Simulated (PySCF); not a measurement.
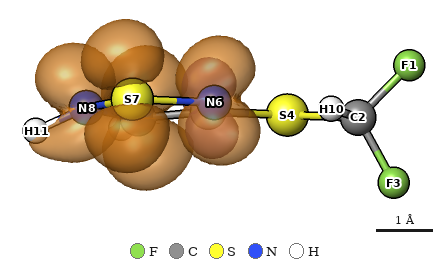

*C$_{3}$H$_{3}$F$_{2}$N$_{2}$S$_{2}$ (SMILES FC(F)SC1=NSN[CH]1) (doublet). Isosurfaces of the spin density at +0.02 (orange) and −0.02 e/Å³ (purple), seen from one side.*

Geometry: GFN2-xTB.

The calculation used PySCF, UKS B3LYP, pcH-1 on C F H N S, non-relativistic, mean-field spin-orbit, GIAO.

```yaml
atoms:
  - { symbol: F, position_ang: [-3.4310, -0.2248, -0.0607] }
  - { symbol: C, position_ang: [-2.3257, 0.2864, 0.5021] }
  - { symbol: F, position_ang: [-2.7281, 1.2911, 1.2991] }
  - { symbol: S, position_ang: [-1.1729, 0.8948, -0.7800] }
  - { symbol: C, position_ang: [0.2880, 0.0633, -0.2490] }
  - { symbol: N, position_ang: [0.2447, -0.8525, 0.7226] }
  - { symbol: S, position_ang: [1.7291, -1.4794, 0.9746] }
  - { symbol: N, position_ang: [2.4676, -0.5469, -0.2711] }
  - { symbol: C, position_ang: [1.5205, 0.3143, -0.7934] }
  - { symbol: H, position_ang: [-1.8117, -0.4821, 1.0969] }
  - { symbol: H, position_ang: [3.4424, -0.2955, -0.2158] }
  - { symbol: H, position_ang: [1.7783, 1.0304, -1.5453] }
```

Which atoms carry the spin?

The unpaired spin (1 electron) lies mostly on N6 (about 0.3), S7 (about 0.2), C9 (about 0.2) and N8 (about 0.2), in electrons by Hirshfeld's partition.
